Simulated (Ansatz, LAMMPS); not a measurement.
# Annealed particle of C with 5 % Si on C sites (147 atoms): geometry optimisation

Aim: bring annealed particle of C with 5 % Si on C sites (147 atoms) to a nearby minimum of the energy and see what moves.

Method: Kohn-Sham DFT, revPBE, PAW (set soft_2), plane waves, in Ansatz 0.2.0.

## 1. The starting structure

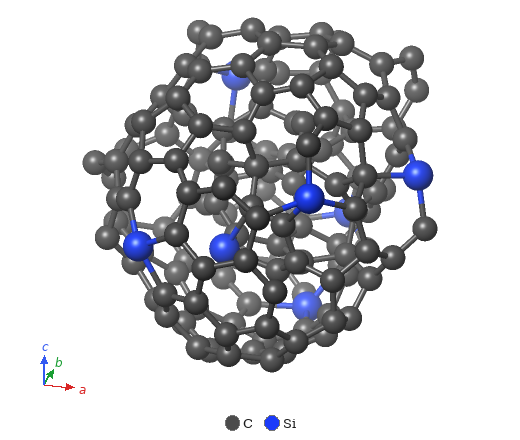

The starting structure, seen slightly off an axis (carbon dark grey, silicon blue).

The cell holds 147 atoms: 140 C and 7 Si. Its edges and angles: a = 21.698 Å, b = 21.767 Å, c = 22.031 Å, α = 90.0°, β = 90.0°, γ = 90.0°. It derives from C (diamond C) and Si. 1 sphere(s) of radius 5.87 Å cut from diamond C (a = 3.566 Å), 5 % of C replaced at random by Si, in vacuum; annealed 20 ps at 3470 K with the Tersoff potential (Tersoff, Phys. Rev. B 39, 5566 (1989)), cooled to 300 K. Vacuum lies along a, b and c.

Limits known from the start: The network of bonds at the start is that of the classical potential that made the cell. The main run has no spin polarisation, so any moments at edges, vacancies or dangling bonds can't form in it.

## 2. Single point at the start

A single point comes first, to see the forces before anything moves.

input.yaml

```yaml
crystal:
  lattice:
    - [21.69822, 0.0, 0.0]
    - [0.0, 21.76665, 0.0]
    - [0.0, 0.0, 22.03083]
  atoms:
    - { symbol: C, position: [0.25786, 0.52524, 0.41325] }
    - { symbol: C, position: [0.29732, 0.39265, 0.5133] }
    - { symbol: C, position: [0.30867, 0.45407, 0.61069] }
    - { symbol: C, position: [0.34591, 0.34045, 0.60342] }
    [... 137 atom lines left out ...]
    - { symbol: C, position: [0.70372, 0.35563, 0.49482] }
    - { symbol: C, position: [0.73019, 0.40865, 0.46496] }
    - { symbol: C, position: [0.6879, 0.43189, 0.4147] }
    - { symbol: C, position: [0.76939, 0.45004, 0.50031] }
    - { symbol: C, position: [0.63668, 0.60825, 0.44583] }
    - { symbol: C, position: [0.59808, 0.57996, 0.3951] }
kpoints:
  mp_grid: { grid: [1, 1, 1] }
hamiltonian:
  xc: revpbe
scf:
  occupations: { method: gaussian, width: 0.025 }
output:
  forces: true
```

On the command line:

```console
> ansatz run input.yaml --threads 8 --pin off --max-ram 15872MiB --backend cpu --events-out ev --progress --plain --runs-dir out
```

It took 69 s on 8 threads of Arm Neoverse V2, shared host; peak memory 11 GiB.

Read from the output:

```
free energy            : -39575.2876 eV
free energy per atom   : -269.2196 eV/atom
SCF cycles             : 18
r.m.s. force component : 1.517 eV/Å
longest force          : 7.101 eV/Å
Fermi energy           : -3.524 eV
```

The r.m.s. force component of 1.5 eV/Å sets the starting point.

Neighbours are counted within 1.85 Å (C-C), 2.28 Å (C-Si).

Length of the force by element and coordination:

| element | coordination | atoms | mean length of the force (eV/Å) | spread | least | most |
| --- | --- | --- | --- | --- | --- | --- |
| C | all | 140 | 2.40 | 1.15 | 0.485 | 7.10 |
| C | 2 | 18 | 3.64 | 1.24 | 1.73 | 7.10 |
| C | 3 | 117 | 2.22 | 1.03 | 0.485 | 5.31 |
| C | 4 | 5 | 2.34 | 0.577 | 1.62 | 3.02 |
| Si | all | 7 | 1.57 | 0.709 | 0.298 | 2.42 |
| Si | 3 | 5 | 1.55 | 0.674 | 0.298 | 2.14 |
| Si | 4 | 2 | 1.63 | 0.785 | 0.848 | 2.42 |

## 3. Relaxation

With the cell held, the atoms are moved downhill towards a nearby minimum.

input.yaml: that of step 2 with these lines changed.

```diff
@@ -15 +15,4 @@
   forces: true
+relax:
+  f_tol: 0.05
+  max_steps: 76
```

The job ended after 47 min (8 threads; peak memory 11 GiB).

The steps of the relaxation (22 of 55):

| step | energy less that of the first step (eV) | largest force component (eV/Å) |
| --- | --- | --- |
| 1 | 0.0000 | 6.9965 |
| 4 | -26.6582 | 2.2647 |
| 6 | -32.3928 | 2.1153 |
| 9 | -38.3097 | 1.9366 |
| 11 | -40.7599 | 1.0801 |
| 14 | -43.3272 | 1.5005 |
| 16 | -44.8218 | 2.8238 |
| 19 | -46.3641 | 1.6157 |
| 22 | -46.8919 | 0.7204 |
| 24 | -47.4750 | 1.5085 |
| 27 | -47.9039 | 0.9511 |
| 29 | -48.3730 | 2.1764 |
| 32 | -50.4410 | 2.0020 |
| 34 | -50.8362 | 0.6558 |
| 37 | -51.2952 | 0.5568 |
| 40 | -51.6334 | 1.3299 |
| 42 | -52.0564 | 1.9070 |
| 45 | -52.5302 | 0.7604 |
| 47 | -52.8193 | 1.0230 |
| 50 | -53.8134 | 3.5702 |
| 52 | -53.7063 | 1.6905 |
| 55 | -54.2573 | 0.0340 |

Relaxation steps 25, 38, 44, 52 were tried and not accepted.

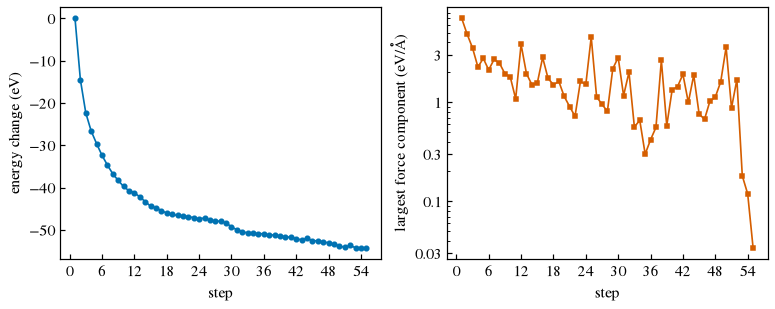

Energy and largest force along the relaxation.

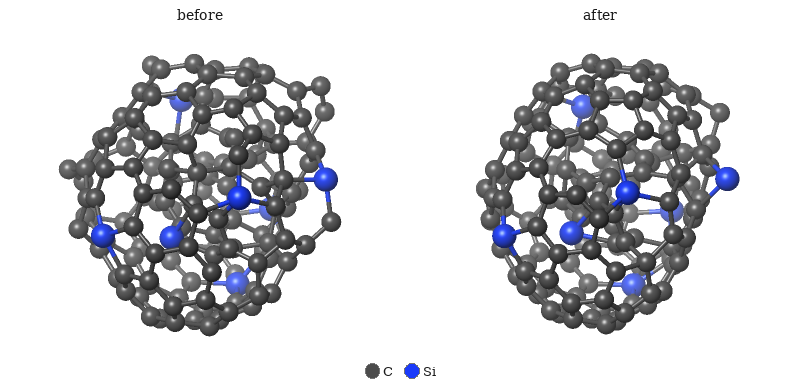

Before and after, at one scale.

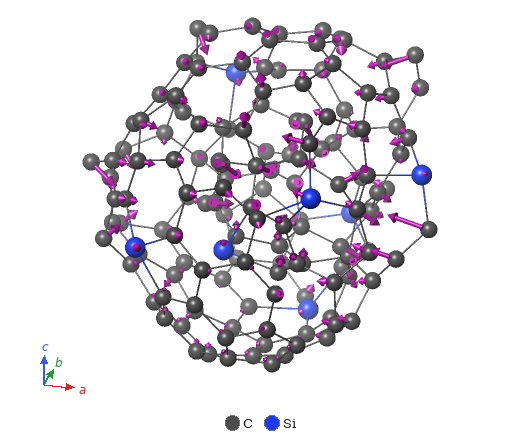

Displacements in the relaxation, scaled; the longest in the cell stands for 1.67 Å.

The atoms that moved most (Å):

| atom | dx | dy | dz | length |
| --- | --- | --- | --- | --- |
| C145 | -1.618 | 0.323 | 0.224 | 1.665 |
| C57 | 0.259 | 0.673 | -1.237 | 1.432 |
| C73 | 0.579 | 0.845 | -0.922 | 1.378 |
| C122 | -1.203 | -0.168 | -0.542 | 1.331 |
| C5 | 0.959 | -0.505 | -0.547 | 1.214 |
| C69 | 0.224 | -0.666 | 0.955 | 1.186 |
| C123 | -1.022 | 0.273 | 0.029 | 1.058 |
| C70 | 0.343 | 0.823 | -0.552 | 1.049 |

The relaxation changed the energy by -369 meV/atom, and atoms moved by 0.52 Å r.m.s., 1.7 Å at most.

## 4. Distances and neighbours after relaxation

Bonds before and after, by the cutoffs listed below:

| pair | bonds before | bonds after | mean before (Å) | mean after (Å) | spread before (Å) | spread after (Å) |
| --- | --- | --- | --- | --- | --- | --- |
| C-C | 192 | 204 | 1.484 | 1.461 | 0.044 | 0.060 |
| C-Si | 23 | 24 | 1.883 | 1.920 | 0.067 | 0.100 |

Normalised to the volume that the atoms fill. g(r), total and by pair (bins of 0.2 Å):

| r (Å) | total | C-C | C-Si | Si-Si |
| --- | --- | --- | --- | --- |
| 1.30 | 0.94 | 1.03 | 0.00 | 0.00 |
| 1.50 | 6.50 | 7.15 | 0.00 | 0.00 |
| 1.70 | 0.27 | 0.26 | 0.28 | 0.00 |
| 1.90 | 0.43 | 0.00 | 4.75 | 0.00 |
| 2.10 | 0.26 | 0.22 | 0.61 | 0.00 |
| 2.30 | 1.46 | 1.58 | 0.34 | 0.00 |
| 2.50 | 2.84 | 3.10 | 0.29 | 0.00 |
| 2.70 | 1.33 | 1.31 | 1.54 | 0.00 |
| 2.90 | 1.31 | 1.22 | 2.22 | 0.00 |
| 3.10 | 0.78 | 0.67 | 1.83 | 0.00 |
| 3.30 | 0.64 | 0.64 | 0.72 | 0.00 |
| 3.50 | 0.97 | 1.01 | 0.56 | 2.75 |
| 3.70 | 1.68 | 1.75 | 0.96 | 0.00 |
| 3.90 | 1.14 | 1.17 | 0.92 | 0.00 |
| 4.10 | 1.10 | 1.05 | 1.46 | 2.12 |
| 4.30 | 0.95 | 0.98 | 0.72 | 0.00 |
| 4.50 | 0.83 | 0.81 | 0.96 | 1.72 |
| 4.70 | 0.88 | 0.88 | 0.88 | 0.00 |
| 4.90 | 1.02 | 1.04 | 0.80 | 1.48 |
| 5.10 | 0.93 | 0.91 | 1.15 | 0.00 |
| 5.30 | 0.68 | 0.68 | 0.72 | 0.00 |
| 5.50 | 0.76 | 0.77 | 0.73 | 0.00 |
| 5.70 | 0.68 | 0.69 | 0.57 | 1.11 |
| 5.90 | 0.73 | 0.76 | 0.43 | 1.00 |
| 6.10 | 0.70 | 0.71 | 0.64 | 0.93 |
| 6.30 | 0.67 | 0.67 | 0.66 | 0.00 |
| 6.50 | 0.55 | 0.55 | 0.56 | 0.00 |
| 6.70 | 0.53 | 0.53 | 0.57 | 0.00 |

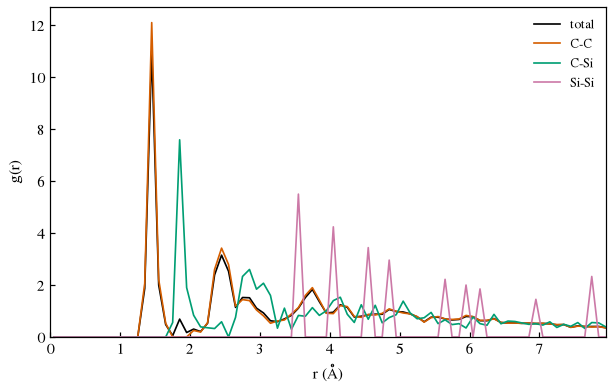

Pair distribution functions.

Bonds by pair of elements; cutoffs follow the first minimum of g(r), held within bounds set by covalent radii, and pairs that aren't listed don't count as bonded:

| pair A-B | cutoff (Å) | bonds | mean length (Å) | spread (Å) | shortest (Å) | B about A | A about B |
| --- | --- | --- | --- | --- | --- | --- | --- |
| C-C | 1.85 | 204 | 1.46 | 0.06 | 1.32 | 2.91 | 2.91 |
| C-Si | 2.28 | 24 | 1.92 | 0.1 | 1.8 | 0.171 | 3.43 |

How many atoms have how many bonded neighbours:

| element | mean | 2 | 3 | 4 | 5 |
| --- | --- | --- | --- | --- | --- |
| C | 3.09 | 2 | 125 | 12 | 1 |
| Si | 3.43 | 0 | 4 | 3 | 0 |

Bond angles (no mean is given where the spread exceeds 20°):

| angle | count | mean (°) | spread (°) |
| --- | --- | --- | --- |
| C-C-C | 405 | 116 | 12.5 |
| C-C-Si | 54 | - | - |
| C-Si-C | 30 | - | - |

Bond length by coordination (bonds to H left out):

| element | coordination | atoms | mean bond length (Å) |
| --- | --- | --- | --- |
| C | 2 | 2 | 1.39 |
| C | 3 | 125 | 1.47 |
| C | 4 | 12 | 1.59 |
| C | 5 | 1 | 1.72 |
| Si | 3 | 4 | 1.87 |
| Si | 4 | 3 | 1.97 |

Counting bonds as in the table, 89 % of C atoms have 3 and 57 % of Si atoms have 3 bonded neighbours. The C-C-C angle averages 116° with a spread of 12°.

## 5. Single point at the relaxed geometry

One more single point at the end of the walk gives the fuller output and checks the residual forces.

input.yaml

```yaml
crystal:
  lattice:
    - [21.69822, 0.0, 0.0]
    - [0.0, 21.76665, 0.0]
    - [0.0, 0.0, 22.03083]
  atoms:
    - { symbol: C, position: [0.26977, 0.52212, 0.40761] }
    - { symbol: C, position: [0.31217, 0.3826, 0.51988] }
    - { symbol: C, position: [0.32494, 0.44979, 0.61172] }
    - { symbol: C, position: [0.36784, 0.33993, 0.60183] }
    [... 137 atom lines left out ...]
    - { symbol: C, position: [0.6811, 0.34927, 0.50608] }
    - { symbol: C, position: [0.69089, 0.4071, 0.47532] }
    - { symbol: C, position: [0.67363, 0.42275, 0.41583] }
    - { symbol: C, position: [0.69481, 0.46486, 0.51046] }
    - { symbol: C, position: [0.64892, 0.61618, 0.43666] }
    - { symbol: C, position: [0.63465, 0.58963, 0.37407] }
kpoints:
  mp_grid: { grid: [1, 1, 1] }
hamiltonian:
  xc: revpbe
scf:
  occupations: { method: gaussian, width: 0.025 }
output:
  forces: true
  populations: true
  dos:
    method: { smearing: { sigma: 0.08 } }
    de: 0.1
    projected: { site_lists: { C: [C], Si: [Si] } }
  eigenvalues: true
  write_density: true
  write_potential: true
  volumetric_format: npy
  elf: true
```

Elapsed: 2 min, on 8 threads; peak memory 11 GiB.

The program notes that the exchange-correlation potential is rough where the density is thin.

The run gave:

```
free energy                                      : -39629.5448 eV
free energy per atom                             : -269.5887 eV/atom
SCF cycles                                       : 11
r.m.s. force component                           : 0.00722 eV/Å
longest force                                    : 0.04832 eV/Å
Fermi energy                                     : -3.189 eV
gap (highest filled to lowest empty level) : 0.2465 eV
spilling of the projection                       : 0.01004
```

Löwdin charges by element and coordination (they lack the spilled electrons, 0.040 e an atom on average):

| element | coordination | atoms | mean charge (e) | spread | least | most |
| --- | --- | --- | --- | --- | --- | --- |
| C | all | 140 | 6.0e-4 | 0.0965 | -0.342 | 0.107 |
| C | 2 | 2 | 0.002 | 0.0019 | 1.0e-4 | 0.0039 |
| C | 3 | 125 | 0.0012 | 0.0969 | -0.342 | 0.107 |
| C | 4 | 12 | -0.0122 | 0.101 | -0.169 | 0.0803 |
| C | 5 | 1 | 0.076 | 0 | 0.076 | 0.076 |
| Si | all | 7 | 0.831 | 0.204 | 0.496 | 1.09 |
| Si | 3 | 4 | 0.788 | 0.108 | 0.705 | 0.972 |
| Si | 4 | 3 | 0.886 | 0.276 | 0.496 | 1.09 |

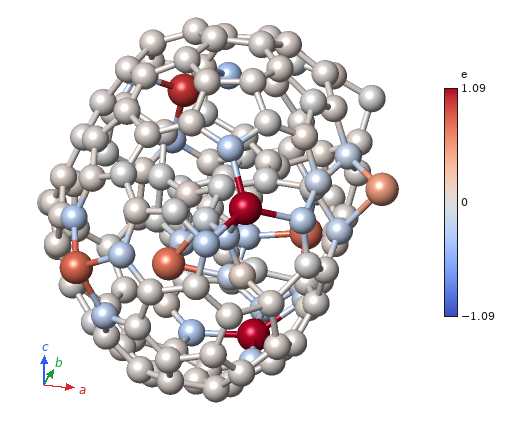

Atoms coloured by Löwdin charge.

Density of states as counts of states in windows of 1 eV (from the Fermi level), total and the larger projections:

| from (eV) | to (eV) | total | C p | C s | Si p |
| --- | --- | --- | --- | --- | --- |
| -10 | -9 | 27.4 | 20.4 | 5.9 | 0.3 |
| -9 | -8 | 34.0 | 26.9 | 5.5 | 0.4 |
| -8 | -7 | 37.7 | 31.6 | 4.5 | 0.4 |
| -7 | -6 | 51.7 | 45.9 | 4.0 | 0.6 |
| -6 | -5 | 52.4 | 47.3 | 2.8 | 1.0 |
| -5 | -4 | 51.7 | 46.9 | 2.2 | 1.7 |
| -4 | -3 | 45.1 | 40.4 | 1.5 | 2.4 |
| -3 | -2 | 31.8 | 28.7 | 0.9 | 1.7 |
| -2 | -1 | 28.5 | 26.1 | 0.9 | 1.0 |
| -1 | 0 | 22.2 | 18.0 | 0.9 | 2.5 |
| 0 | 1 | 21.1 | 17.3 | 0.8 | 2.3 |
| 1 | 2 | 21.3 | 18.2 | 1.0 | 1.2 |
| 2 | 3 | 26.3 | 22.1 | 1.5 | 1.3 |
| 3 | 4 | 31.8 | 22.4 | 2.9 | 3.4 |
| 4 | 5 | 60.5 | 20.6 | 3.8 | 4.0 |

The curve was stored every 0.100 eV, coarse against its broadening of 0.08 eV, so these counts are rough.

Between -21 and -10 eV lie 205 more states.

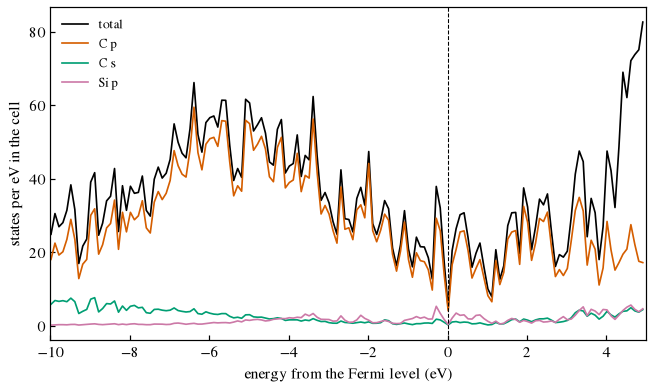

Total and projected density of states, with the broadening of the input.

The levels nearest the highest filled one (over half full), pooled over k-points and spins:

| level less the highest filled one (eV) | occupation |
| --- | --- |
| -0.399 | 2 |
| -0.185 | 2 |
| -0.159 | 2 |
| -0.135 | 2 |
| -0.0385 | 2 |
| 0 | 2 |
| 0.246 | 0 |
| 0.301 | 0 |
| 0.404 | 0 |
| 0.435 | 0 |
| 0.533 | 0 |
| 0.572 | 0 |

Mean Löwdin charges: C +0.00, Si +0.83 e (they miss 1.0 % of the electrons, so they add up to more than the cell's charge). Within 0.4 eV of the Fermi level the largest share is C p (81 % of the projected weight).

## 6. What came out

```yaml
energy_change_in_the_relaxation: -369.1 meV/atom
r_m_s_displacement: 0.519 Å
largest_displacement: 1.665 Å
free_energy_per_atom: -269.5887 eV/atom
r_m_s_force_component: 0.00722 eV/Å
spacing_of_highest_filled_and_lowest_empty_level: 0.2465 eV
wall_time_of_the_3_dft_runs: 50 min
```

In words: Relaxation lowers the energy by 369 meV/atom and moves atoms by 0.52 Å r.m.s.; the r.m.s. force component goes from 1.5 to 0.0072 eV/Å. By the final cutoffs 3 of 215 bonded pairs parted and 16 joined. From the first step to the last the energy fell by 54.257 eV, and the largest move was 1.67 Å (C145). The C-Si bonds change most in mean length: from 1.883 Å (spread 0.067) to 1.920 Å (spread 0.100), and their number from 23 to 24. Counting bonds as in the table, 89 % of C atoms have 3 and 57 % of Si atoms have 3 bonded neighbours. The highest filled and lowest empty levels differ by 0.246 eV (at Γ alone); states at the surface or the caps may set this spacing.

**Limits.** The starting topology of bonds comes from the classical model; in DFT 3 of its 215 bonded pairs passed out of the cutoffs and 16 came within them.

[Logs are printed without paths, hosts, clocks, repeated set-up lines and the standing remarks that a program may print on its own settings, such as how far it seeks lower states.]

[Hosts, paths, dates, database ids (printed as entryN), source tags and the programs' standing remarks are cut or masked in the printed files.]
